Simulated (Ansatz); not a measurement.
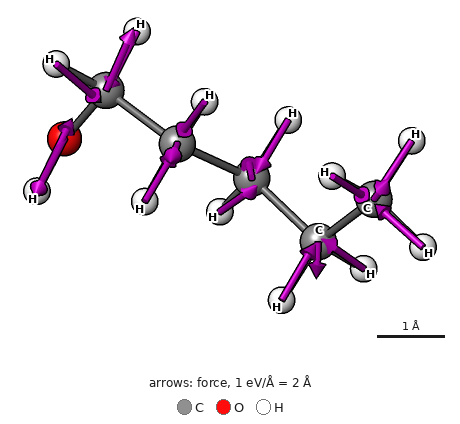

Starting geometry of C5H12O with the computed forces as purple arrows. A ball-and-stick model, seen from a free direction.

The start comes from PBE-D4/def2-SVP.

These are results of Ansatz 0.2.0, RKS PBE0-D4/def2-TZVP, not measurements. Settings: force threshold 0.005 eV/Å; at most 150 steps.

Is this structure relaxed? If not, where do the atoms go?

It isn't relaxed: the largest force vector, on the O atom, is 0.79 eV/Å. The final displacements follow the starting forces only in part (cosine between the two patterns 0.34). An H atom moves most after the best rigid fit: 0.097 Å. By element the largest moves are H 0.097 Å, O 0.046 Å, C 0.038 Å. Some distances before and after: C–H 1.117 → 1.099 Å, H–O 0.976 → 0.961 Å, C–C 1.533 → 1.520 Å, C–O 1.418 → 1.414 Å. The energy falls by 0.076 eV in 5 geometry steps. The largest force component goes from 0.69 to 0.0045 eV/Å.
